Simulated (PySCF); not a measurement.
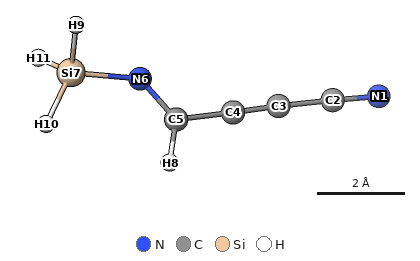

Fig. 1: The starting structure (ball-and-stick view, seen at a tilt; atoms are numbered from 1 in the order of the input). Bond lengths as drawn: C–C 1.16 to 1.45 Å, C–H 1.09 Å, C–N 1.16 to 1.26 Å, H–Si 1.46 to 1.48 Å and N–Si 1.71 Å.

**Geometry relaxation of C$_{4}$H$_{4}$N$_{2}$Si**

The run: geometry relaxation of C$_{4}$H$_{4}$N$_{2}$Si. Method and program: PBE0-D3(BJ)/def2-SVP geometry optimisation, gas phase (PySCF 2.14.0).

It belongs to a series of runs on one base structure; here: constitutional isomer.

## What the program printed
```
step   0  E = -552.99415087  max force = 0.120788
step   1  E = -553.00338131  max force = 0.021964
step   2  E = -553.00373967  max force = 0.010349
step   3  E = -553.00438569  max force = 0.011003
step   4  E = -553.00455302  max force = 0.002937
step   5  E = -553.00459749  max force = 0.002657
step   6  E = -553.00462001  max force = 0.000505
step   7  E = -553.00462561  max force = 0.000164
optimisation converged
```

## Trajectory as extended XYZ (Å, eV, eV/Å), 8 frames, from step=0 to step=7
```
11
Properties=species:S:1:pos:R:3:forces:R:3 step=0 energy=-15047.73731
N     4.8023    1.5424   -0.1567   -0.3586  -0.1037   0.0287
C     3.7258    1.1038   -0.0804    0.5756   0.1975  -0.0664
C     2.4695    0.5591    0.0123    5.8303   2.5928  -0.4516
C     1.4197    0.0678    0.1120   -6.2112  -2.6075   0.3968
C     0.1040   -0.5243    0.2175    0.5148   0.4859  -0.0074
N    -0.9321    0.0963   -0.1422    1.1413   0.1983  -0.0522
Si   -2.5939   -0.2977   -0.1514   -0.4520   0.1686   0.3822
H     0.1334   -1.5244    0.6545   -0.1999  -0.6384   0.2018
H    -3.1779    0.7695    0.6913   -0.3391   0.0953   0.0199
H    -2.9638   -1.6208    0.3865   -0.0783  -0.4367   0.1553
H    -2.9487   -0.1976   -1.5592   -0.4229   0.0479  -0.6072
11
Properties=species:S:1:pos:R:3:forces:R:3 step=1 energy=-15047.98848
N     4.9855    1.4961   -0.1547    0.4463   0.1675  -0.0424
C     3.9791    0.9318   -0.0395   -0.2637  -0.0700   0.0292
C     2.7712    0.3026    0.0925   -1.1178  -0.5491   0.1095
C     1.6633   -0.2183    0.1968    1.1294   0.4839  -0.0706
C     0.3612   -0.8045    0.3128   -0.2130  -0.1544  -0.0051
N    -0.6565   -0.1630   -0.0817   -0.0442   0.1790  -0.0317
Si   -2.3526   -0.5978   -0.0842   -0.0980  -0.1438  -0.0469
H     0.3386   -1.8279    0.7537   -0.0031   0.1031  -0.0327
H    -3.1000    0.4107    0.7182    0.0884   0.0108   0.0497
H    -2.5998   -1.9720    0.4661   -0.0030   0.0058   0.0036
H    -2.8330   -0.5229   -1.4958    0.0787  -0.0328   0.0375
11
Properties=species:S:1:pos:R:3:forces:R:3 step=2 energy=-15047.99823
N     5.0876    1.3754   -0.0875   -0.0272  -0.0607   0.0096
C     4.0365    0.8834   -0.0058    0.0548   0.0479   0.0057
C     2.7858    0.3257    0.0878   -0.1953  -0.1080   0.0227
C     1.6596   -0.1382    0.1596   -0.0556   0.3849  -0.1925
C     0.3312   -0.6815    0.2446   -0.2052  -0.5322   0.2578
N    -0.7206   -0.0858   -0.1315    0.3579   0.4096  -0.1411
Si   -2.3792   -0.6411   -0.0711   -0.0616  -0.0578  -0.0006
H     0.3109   -1.6983    0.6928    0.0768  -0.0654   0.0163
H    -3.1423    0.3340    0.7563    0.0188  -0.0013   0.0193
H    -2.5142   -2.0195    0.5061    0.0204   0.0016   0.0025
H    -2.8985   -0.6194   -1.4671    0.0160  -0.0187   0.0003
11
Properties=species:S:1:pos:R:3:forces:R:3 step=3 energy=-15048.01581
N     5.0766    1.3565   -0.0846   -0.3222  -0.1646   0.0311
C     4.0117    0.8882   -0.0080    0.2163   0.1170  -0.0200
C     2.7521    0.3424    0.0812    0.5658   0.2267  -0.0322
C     1.6346   -0.1246    0.1540   -0.4902  -0.2122   0.0174
C     0.3207   -0.7042    0.2527    0.1332  -0.0048   0.0631
N    -0.7065   -0.0752   -0.1337    0.0671   0.1209  -0.0707
Si   -2.3634   -0.6363   -0.0740   -0.1142  -0.0224   0.0446
H     0.3046   -1.7220    0.6965    0.0106  -0.0390   0.0002
H    -3.1086    0.3438    0.7631   -0.0445  -0.0132  -0.0065
H    -2.4918   -2.0131    0.5079    0.0187  -0.0012  -0.0017
H    -2.8731   -0.6207   -1.4709   -0.0405  -0.0071  -0.0254
11
Properties=species:S:1:pos:R:3:forces:R:3 step=4 energy=-15048.02036
N     5.0936    1.3240   -0.0785   -0.0158  -0.0204   0.0078
C     4.0225    0.8765   -0.0060   -0.0023   0.0126  -0.0050
C     2.7567    0.3502    0.0799    0.1494   0.0480  -0.0040
C     1.6311   -0.1063    0.1523   -0.1510  -0.0403   0.0227
C     0.3165   -0.6806    0.2551    0.0456  -0.0537  -0.0435
N    -0.7133   -0.0535   -0.1326    0.0385   0.0840  -0.0136
Si   -2.3671   -0.6383   -0.0733   -0.0520  -0.0299   0.0244
H     0.3041   -1.7054    0.6856   -0.0038   0.0041   0.0216
H    -3.1384    0.3212    0.7649   -0.0125  -0.0062  -0.0101
H    -2.4645   -2.0187    0.5061    0.0140  -0.0012   0.0005
H    -2.8843   -0.6343   -1.4695   -0.0099   0.0031  -0.0009
11
Properties=species:S:1:pos:R:3:forces:R:3 step=5 energy=-15048.02157
N     5.1190    1.2762   -0.0363    0.1366   0.0562  -0.0048
C     4.0355    0.8602    0.0131   -0.1099  -0.0408   0.0045
C     2.7582    0.3619    0.0748   -0.1228  -0.0592   0.0133
C     1.6231   -0.0796    0.1294    0.0953   0.0367  -0.0498
C     0.3083   -0.6524    0.2192   -0.0322   0.0125   0.1020
N    -0.7250   -0.0245   -0.1626    0.0090   0.0116  -0.0200
Si   -2.3703   -0.6440   -0.0680    0.0078  -0.0289  -0.0144
H     0.2948   -1.6702    0.6675   -0.0022  -0.0043  -0.0362
H    -3.1574    0.2994    0.7738    0.0086   0.0046  -0.0076
H    -2.4126   -2.0206    0.5269    0.0066   0.0011   0.0026
H    -2.9167   -0.6718   -1.4536    0.0033   0.0106   0.0104
11
Properties=species:S:1:pos:R:3:forces:R:3 step=6 energy=-15048.02219
N     5.1263    1.2574   -0.0410    0.0155   0.0144   0.0002
C     4.0378    0.8519    0.0108   -0.0157  -0.0095  -0.0014
C     2.7559    0.3643    0.0759   -0.0190  -0.0161   0.0059
C     1.6186   -0.0686    0.1342    0.0153   0.0196   0.0072
C     0.3018   -0.6357    0.2312    0.0042  -0.0260  -0.0250
N    -0.7304   -0.0078   -0.1533   -0.0025   0.0088   0.0038
Si   -2.3690   -0.6477   -0.0701    0.0045  -0.0062   0.0040
H     0.2884   -1.6603    0.6630   -0.0022   0.0044   0.0085
H    -3.1690    0.2821    0.7739   -0.0037   0.0031  -0.0038
H    -2.3943   -2.0279    0.5173    0.0041   0.0012  -0.0008
H    -2.9092   -0.6728   -1.4577   -0.0005   0.0063   0.0013
11
Properties=species:S:1:pos:R:3:forces:R:3 step=7 energy=-15048.02234
N     5.1198    1.2717   -0.0409   -0.0056   0.0011   0.0017
C     4.0347    0.8567    0.0119    0.0039   0.0014  -0.0011
C     2.7562    0.3604    0.0778    0.0004  -0.0060   0.0036
C     1.6207   -0.0767    0.1357    0.0018   0.0024   0.0007
C     0.3042   -0.6453    0.2306    0.0017  -0.0053  -0.0047
N    -0.7265   -0.0152   -0.1542    0.0008   0.0084   0.0002
Si   -2.3681   -0.6457   -0.0711   -0.0016  -0.0062   0.0018
H     0.2890   -1.6687    0.6650   -0.0013   0.0009   0.0007
H    -3.1635    0.2907    0.7702   -0.0013   0.0004  -0.0018
H    -2.4021   -2.0248    0.5181    0.0023   0.0003  -0.0007
H    -2.9074   -0.6681   -1.4589   -0.0011   0.0026  -0.0004
```

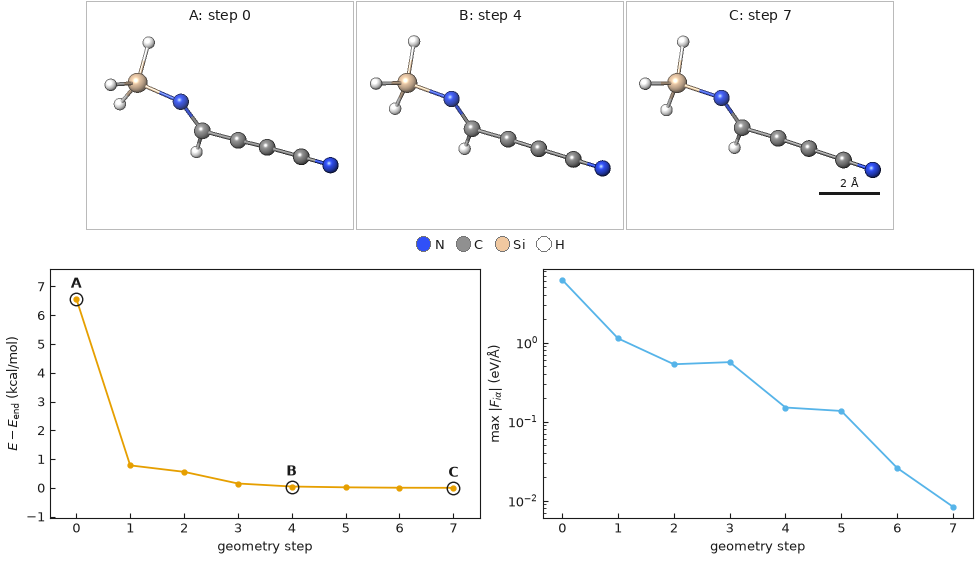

Fig. 2: Frames of the relaxation (ball-and-stick view, seen at a tilt) above the curves, on which the letters mark them (steps are counted from 0).

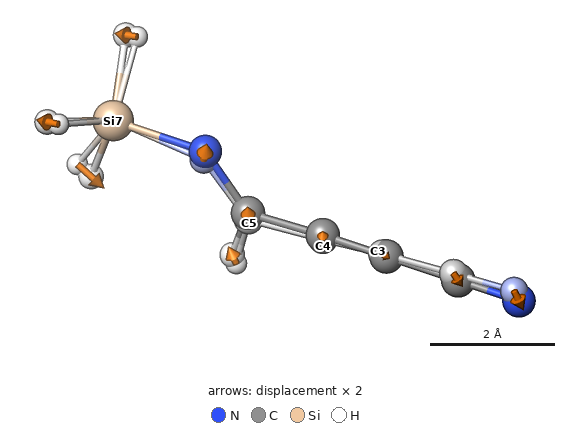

Fig. 3: Start (faint) and end (solid) with the displacements as orange arrows, magnified 2 times (ball-and-stick view, seen at a tilt). The two geometries are laid on each other by the best rigid fit. H10 moves most after the best rigid fit: 0.30 Å. By element the largest moves are H 0.30 Å, N 0.20 Å, C 0.16 Å, Si 0.02 Å. Among the contacts that change: C3–C4 1.163 → 1.218 Å, N6–Si7 1.708 → 1.760 Å, Si7–H11 1.455 → 1.489 Å, Si7–H10 1.475 → 1.500 Å. Among the angles that change: C5–N6–Si7 133.5° → 124.5°, N6–Si7–H9 102.4° → 107.4°, N6–Si7–H10 116.7° → 111.7°. Over 7 geometry steps the energy falls by 6.57 kcal/mol. The largest force component goes from 6.2 to 0.0084 eV/Å. (Atoms are counted from 1 in the order of the input.)

This output came from the following input.

## The input
```
{"job": {"xc": "PBE0", "basis": "def2-SVP", "d3": "d3bj", "grid": 1, "shake": 0.01, "kind": "geom"}, "charge": 0, "multiplicity": 1}
N      4.802260     1.542370    -0.156650
C      3.725760     1.103830    -0.080350
C      2.469470     0.559080     0.012340
C      1.419650     0.067850     0.111980
C      0.103970    -0.524320     0.217530
N     -0.932110     0.096330    -0.142160
Si    -2.593880    -0.297660    -0.151400
H      0.133400    -1.524420     0.654460
H     -3.177860     0.769460     0.691270
H     -2.963830    -1.620790     0.386470
H     -2.948730    -0.197550    -1.559150
```

The first line tells a small driver script what to run in PySCF; the rest is the geometry in Å.

Launch command:
```bash
OMP_NUM_THREADS=1 python <driver script> task.json out
```

## Results in brief

| quantity | value |
| --- | --- |
| outcome | converged |
| total energy | −553.004626 hartree |
| dipole moment | 4.22 D |
| point group | Cs |
| hardware | 1 CPU thread, shared host |
| wall time | 48 s |
| peak memory | 0.5 GiB |
